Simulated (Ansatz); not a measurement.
# Calculations on TiSiN$_{2}$H$_{8}$ClF

### Relaxation

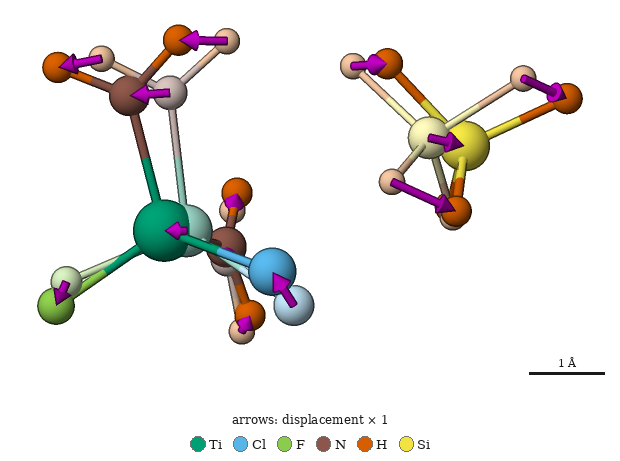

This is a relaxation of TiSiN₂H₈ClF. The starting structure is drawn faded, the final one solid; purple arrows show the displacements, at their true length. The two geometries are superimposed by the best rigid fit.

Style: ball-and-stick. Shown at a tilt.

The run prepares an end point of a later path (reaction) calculation, from a guessed geometry.

Theory: Ansatz 0.2.0, RKS PBE/def2-SVP. (no spin polarisation; force threshold 0.03 eV/Å; at most 50 steps)

**Which element moves most?**

Hydrogen: up to 0.97 Å, against 0.56 Å for chlorine.

**Describe the change and its energy.**

After 16 geometry steps the energy has fallen by 4.17 kcal/mol. Largest force component: 0.96 eV/Å at the start, 0.029 eV/Å at the end. The largest move after the best rigid fit is that of an H atom, 0.97 Å. By element the largest moves are H 0.97 Å, Cl 0.56 Å, N 0.55 Å, Si 0.52 Å, F 0.35 Å, Ti 0.32 Å. Near-neighbour distances that change, for instance: H–Ti 2.822 → 3.914 Å, Cl–Ti 2.338 → 2.235 Å, H–Si 1.476 → 1.500 Å, F–Ti 1.752 → 1.760 Å. Bond angles that change, for instance: F–Ti–N 105.5° → 110.3°, Cl–Ti–N 115.1° → 111.2°, N–Ti–N 109.2° → 105.5°. The run took 35 s on 4 threads of Intel(R) Xeon(R) Platinum 8488C (Sapphire Rapids), with other jobs on the host, peak memory 0.26 GiB.

Limits of the set-up: the start holds two separate molecules, 2.6 Å apart at their closest, whose relative position is a soft coordinate and is computed without a dispersion correction.

### Relaxation

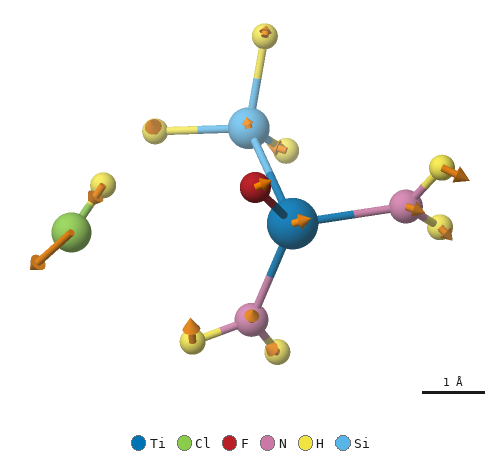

This is a relaxation of TiSiN₂H₈ClF. The starting structure is drawn; orange arrows show the displacements, 2 times their true length. The two geometries are superimposed by the best rigid fit.

The picture is a ball-and-stick view, seen at a tilt.

The run prepares an end point of a later path (reaction) calculation, from a guessed geometry.

Method: Ansatz, RKS PBE/def2-SVP.

Input
```yaml
crystal:
  periodic: [false, false, false]
  atoms:
    - { symbol: Ti, position_ang: [-0.514245, 0.353627, -0.293056] }
    - { symbol: Cl, position_ang: [0.235204, -1.615588, 2.592417] }
    - { symbol: F, position_ang: [0.858997, 1.058754, 0.547296] }
    - { symbol: "N", position_ang: [-1.217167, 1.418882, -1.660699] }
    - { symbol: H, position_ang: [-1.966156, 1.154532, -2.314048] }
    - { symbol: H, position_ang: [-0.994917, 2.415486, -1.789843] }
    - { symbol: "N", position_ang: [-0.6516, -1.485006, -0.614935] }
    - { symbol: H, position_ang: [-1.301807, -1.95582, -1.259582] }
    - { symbol: H, position_ang: [-0.169863, -2.179049, -0.021886] }
    - { symbol: Si, position_ang: [-2.544439, 0.503699, 1.135069] }
    - { symbol: H, position_ang: [-3.797152, 0.04426, 0.416351] }
    - { symbol: H, position_ang: [-2.494807, -0.428514, 2.358169] }
    - { symbol: H, position_ang: [-2.901918, 1.842546, 1.74816] }
    - { symbol: H, position_ang: [-1.02443, -1.127808, 2.581188] }
basis:
  gaussian: { orbitals: def2-SVP }
hamiltonian:
  xc: pbe
relax:
  f_tol: 0.03
  max_steps: 50
output:
  orbitals: {}
```

Launched with:
```bash
ansatz run input.yaml --threads 4 --pin off --max-ram 5120MiB --backend cpu --events-out ev --progress --plain --runs-dir out
```

**Which element moves most?**

Chlorine: up to 0.62 Å, against 0.25 Å for hydrogen.

**Describe the change and its energy.**

Cl2 moves most after the best rigid fit: 0.62 Å. By element the largest moves are Cl 0.62 Å, H 0.25 Å, N 0.17 Å, Ti 0.16 Å, F 0.15 Å, Si 0.09 Å. Some distances before and after: Ti1–Cl2 3.573 → 4.111 Å, Ti1–Si10 2.487 → 2.588 Å, Cl2–H14 1.351 → 1.319 Å, Ti1–N7 1.872 → 1.864 Å. Among the angles between lasting bonds that change: F3–Ti1–N7 122.3° → 117.5°, N4–Ti1–Si10 94.5° → 99.0°, F3–Ti1–Si10 109.8° → 107.0°. The energy falls by 0.076 eV in 11 accepted moves (12 points after the start). The largest force component goes from 0.64 to 0.029 eV/Å. The line search rejected the trial step at point 3 of the run. Cost: 24 s on 4 threads of Intel(R) Xeon(R) Platinum 8488C (Sapphire Rapids), on a shared host, peak memory 0.26 GiB.

### Path

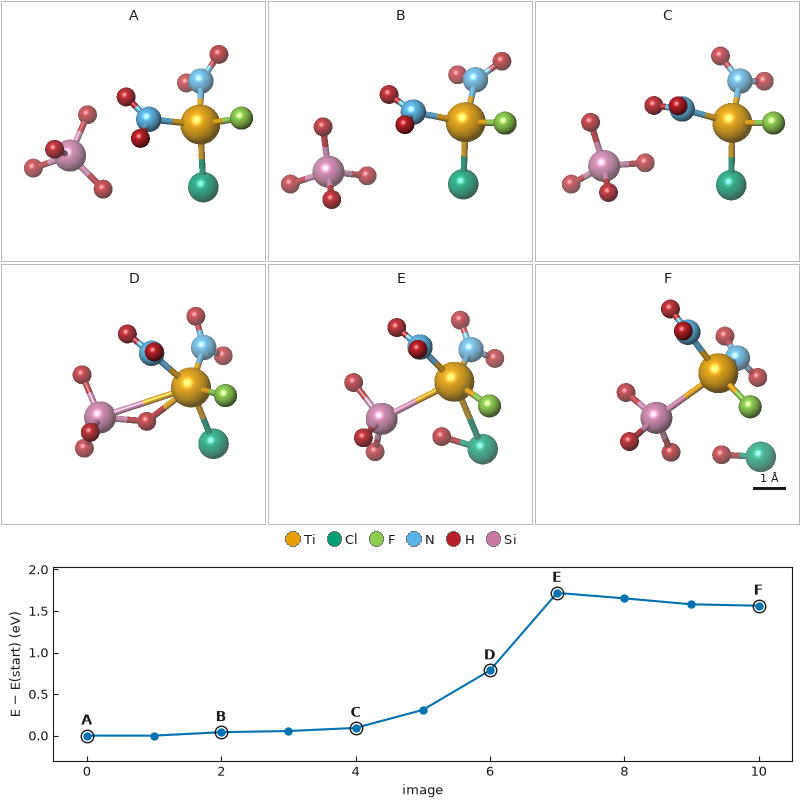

A nudged-elastic-band calculation for TiSiN₂H₈ClF, made up at the start of TiN2H4ClF and SiH4. Images are numbered from 0 (start) to 10 (end). Frames A to F are images 0, 2, 4, 6, 7, 10. The picture is a ball-and-stick view, seen from a free direction.

Theory: Ansatz, RKS PBE/def2-SVP. Run with 9 movable images; climbing image; force threshold 0.05 eV/Å; iteration limit 60; starting path through a guess of the saddle point.

**What happens along the path, and what is the barrier?**

Breaking: H–Si (1.50 → 2.82 Å), Cl–Ti (2.24 → 4.11 Å). Forming: Cl–H (3.20 → 1.32 Å), Si–Ti (4.42 → 2.59 Å). Forward barrier 1.72 eV, backward barrier 0.15 eV, with image 7 at the top; the reaction energy is +1.56 eV. The band is converged. At the top, the vibrational analysis gives one imaginary mode (115i cm⁻¹), as a transition state must have.

Limits of the set-up: the start holds two separate molecules, 2.8 Å apart at their closest, whose relative position is a soft coordinate and is computed without a dispersion correction.
